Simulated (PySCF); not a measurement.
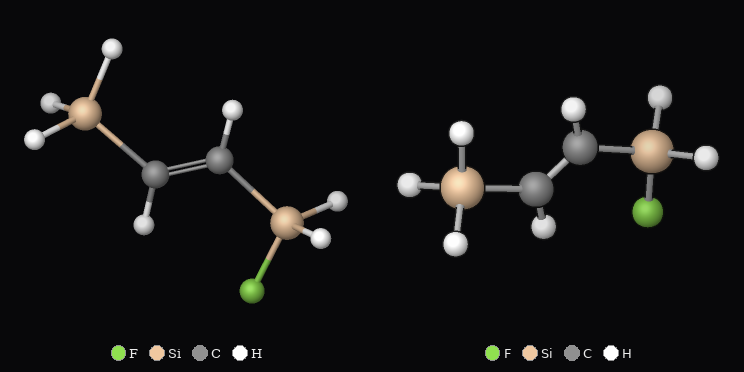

Both panels show the same species.

Describe the molecule.

It has 12 atoms: 2 carbon, 7 hydrogen, 1 fluorine and 2 silicon (C2H7FSi2). As SMILES it reads `F[SiH2]/C=C/[SiH3]`. It has no ring. Among its groups: alkene, Si–H bond. The point group is Cs. Coordination: 2 Si tetrahedral; 2 C trigonal planar.

The parts below concern this one geometry. Atoms keep their numbers from picture to picture. The geometry was computed by an optimisation with PBE0-D3(BJ)/def2-SVP. No frequency run is at hand to confirm it as a minimum.

**Shape**

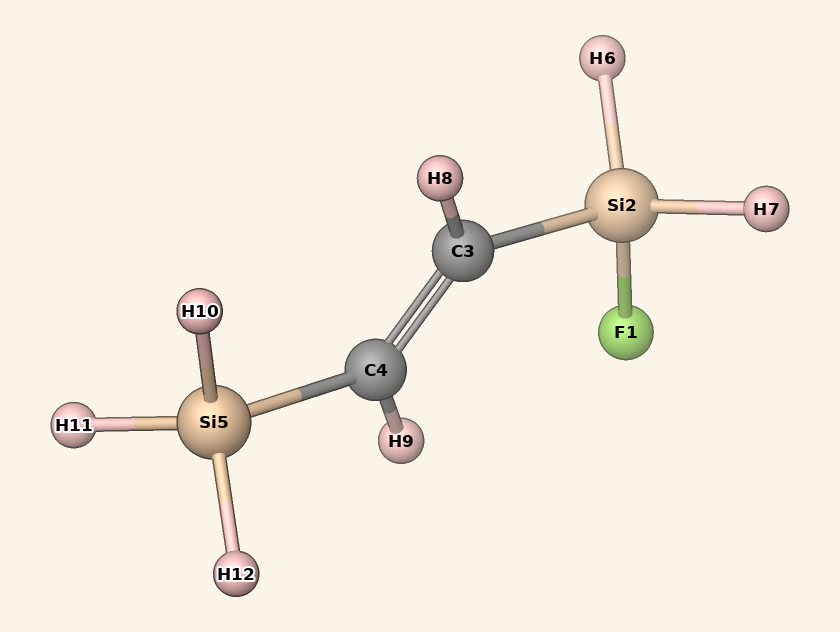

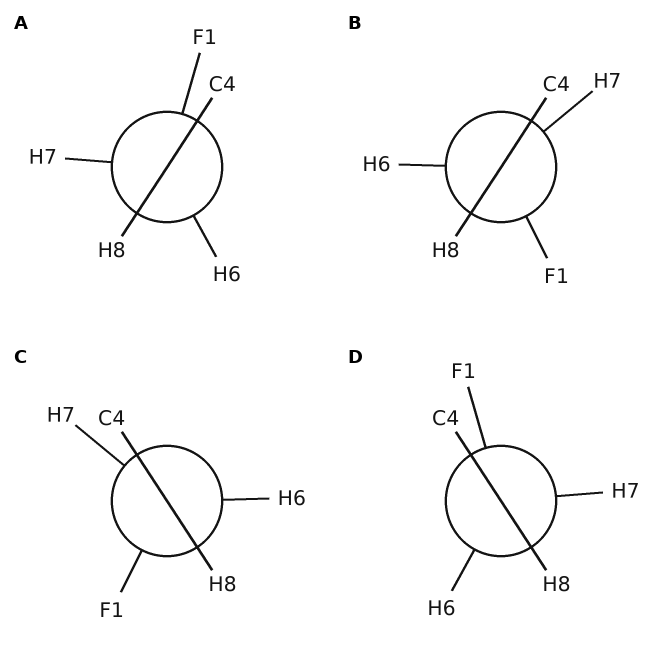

Atoms fade into the background with distance from the viewer. Bonds that would overlap in a projection are set slightly apart. No frequency run is at hand to confirm it as a minimum.

Which Newman projection shows the view along C3–Si2, with C3 in front?

Answer. A. The torsion angle C4–C3–Si2–F1 is 0°, synperiplanar (eclipsed).

**Charges**

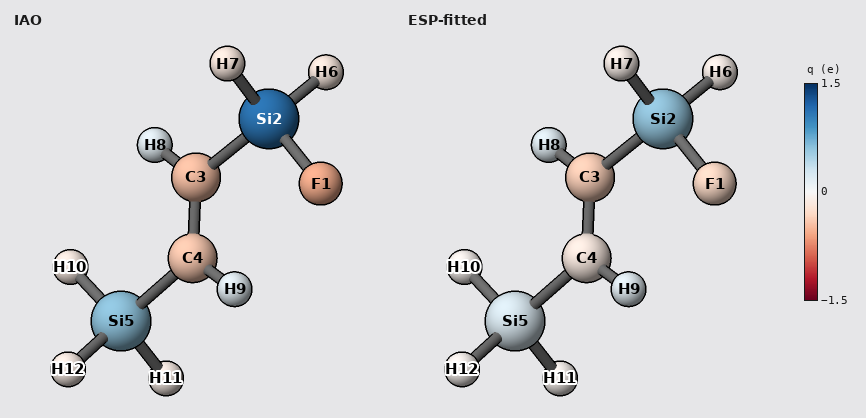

Atomic charges of one calculation by 2 schemes, on one colour scale. No frequency run is at hand to confirm it as a minimum. Level of theory: PBE0/6-311+G(2d,p) (PySCF 2.14.0).

Which scheme gives the most polar picture (largest mean size of the charges)?

Answer. The IAO charges are the largest in size here.

On which atom do the schemes disagree most?

Answer. On Si2 (from 0.58 to 1.09 e).

List the charges (e), one line for each set of equivalent atoms.

```tsv
atom	IAO	ESP-fitted
F1	−0.54	−0.29
Si2	1.09	0.58
C3	−0.44	−0.36
C4	−0.39	−0.13
Si5	0.61	0.22
H6, H7	−0.14	−0.09
H8	0.15	0.18
H9	0.16	0.16
H10	−0.12	−0.05
H11, H12	−0.11	−0.06
```

**Electronic properties**

No frequency run is at hand to confirm it as a minimum. Level of theory: PBE0/pcSseg-0, gas phase (PySCF 2.14.0).

What does the calculation give?

- dipole moment: 1.69 D
- HOMO energy (Kohn–Sham orbital): −8.30 eV
- LUMO energy (Kohn–Sham orbital): −0.97 eV
- HOMO–LUMO gap: 7.33 eV

**NMR shielding**

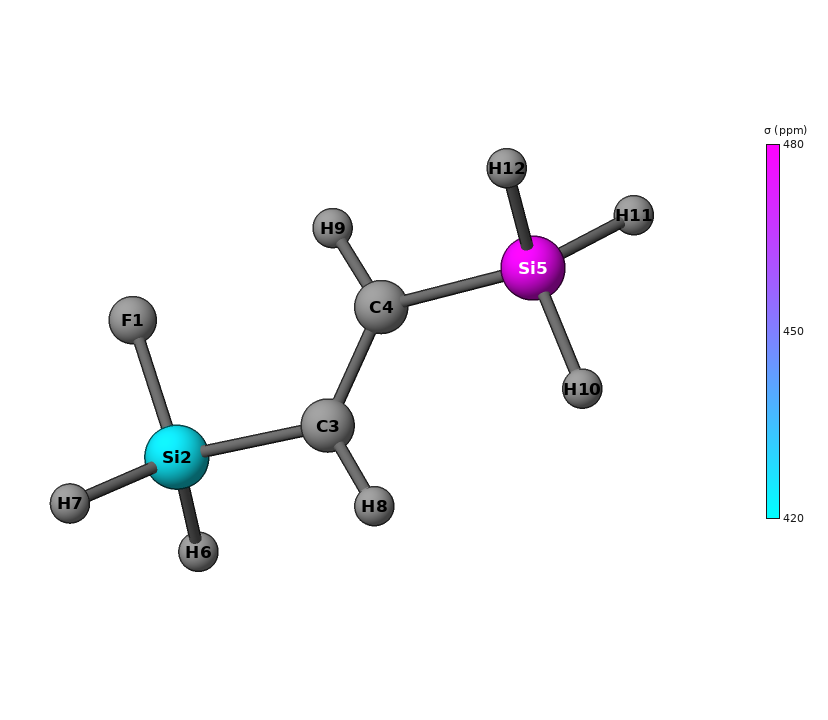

Atoms are coloured by their isotropic NMR shieldings (Si only, the others grey). No frequency run is at hand to confirm it as a minimum. Properties computed with GIAO PBE0/aug-cc-pVDZ NMR shielding, non-relativistic, gas phase (PySCF 2.14.0).

Give the isotropic NMR shieldings of the Si atoms atom by atom.

| atom | σ (ppm) |
| --- | --- |
| Si2 | 424.1 |
| Si5 | 477.8 |
